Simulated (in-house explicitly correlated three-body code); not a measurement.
Two electrons around a point charge Z = 37.856. Computed variationally in 260 exponentially correlated functions with an in-house code, non-relativistic, converged to about 10⁻⁸ of the energy. Wanted, and plotted below: the bound S and P states that converged, by term and principal number n, on a logarithmic scale of binding.

The ground state is bound by 18.86 keV. The n = 2 states drawn run, from the deepest, 2 ³S (4682 eV), 2 ³P (4644 eV), 2 ¹S (4639 eV), 2 ¹P (4611 eV). Exchange puts 2 ³S below 2 ¹S by 43.4 eV and 2 ³P below 2 ¹P by 32.9 eV. Quantum defects n − (Z − 1)/√(2 E(binding)): 2 ³S 0.013, 2 ³P 0.005, 2 ¹S 0.004, 2 ¹P −0.002.

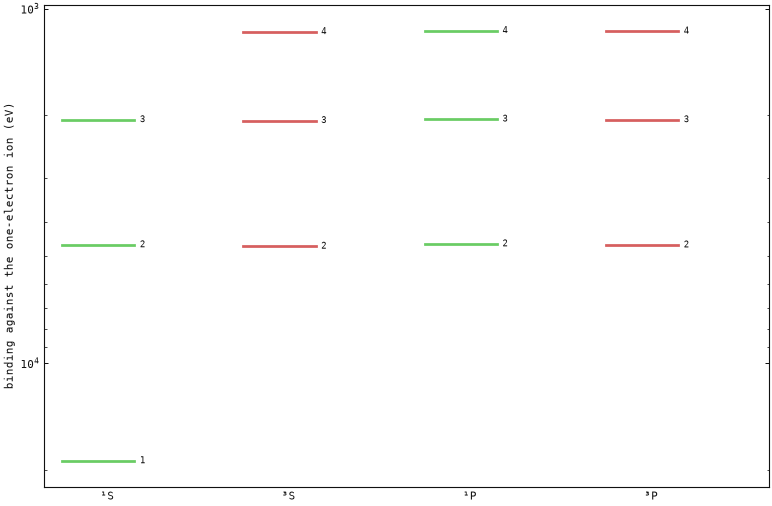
